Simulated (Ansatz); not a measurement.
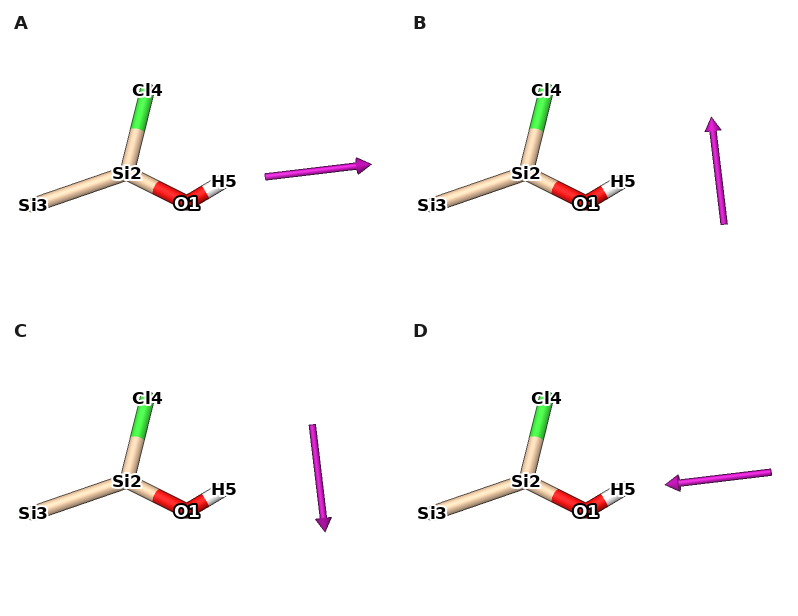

The same molecule four times, each with an arrow. The geometry was computed by an optimisation with PBE0-D4/def2-TZVP. No frequency run is at hand to confirm it as a minimum. Level of theory: RKS PBE0-D4/def2-TZVP (Ansatz 0.2.0).

### Which arrow points along the dipole moment, from the negative to the positive end?

A. The dipole moment is 1.63 D; it points from the side of Si3 to the side of H5 (the outermost atoms at the two ends).
